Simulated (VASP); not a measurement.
Band structure of AuBr (relaxed from the wurtzite structure, space group P6_3mc). Method: PBEsol GGA, VASP's PBE PAW potentials (set 64) (plane waves; VASP).

Unless said otherwise, spin-orbit coupling is left out, though it shifts the bands of the heavy elements here.

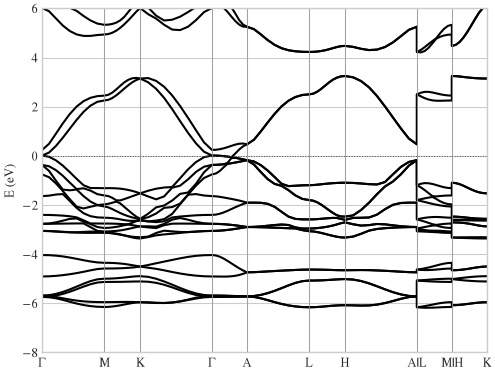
Bands along high-symmetry lines, zero at the valence-band maximum or, without a gap, the Fermi level

Task: Read the plot: is there a gap, and where are the band edges?

Result: It has no gap at this level: it comes out as a metal or semimetal. (Edges off the drawn lines would not show.)

The structure was generated: AuBr was put into the wurtzite type (P6_3mc), which need not be its known phase. It was relaxed first, which changed the volume by +10 %.
